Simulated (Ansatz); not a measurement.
**Hypothetical diamond Ga, thickness series**

The parent structure is Ga in the diamond structure (space group Fd-3m, No. 227; a = 5.7579 Å; a hypothetical phase, not in the database extracts checked). Axes: x, y, z lie along the cube axes.

Free-standing slabs (2 atom(s) a layer) normal to [110] with 15 Å of vacuum; in-plane cell held at bulk.

Computed with PBEsol (Ansatz, a quantum-chemistry and plane-wave program), without spin-orbit coupling.

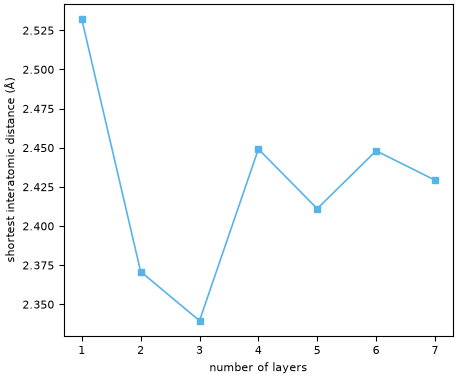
Shortest interatomic distance against number of layers

**Question.** From the plot, what is the shortest interatomic distance for 4 layers?

**Answer.** About 2.45 Å.

**Question.** Is the trend monotonic over the range shown?

**Answer.** No, it turns within the range, spanning 234.0 pm to 253.2 pm.

Whether these cells are dynamically stable was not tested.
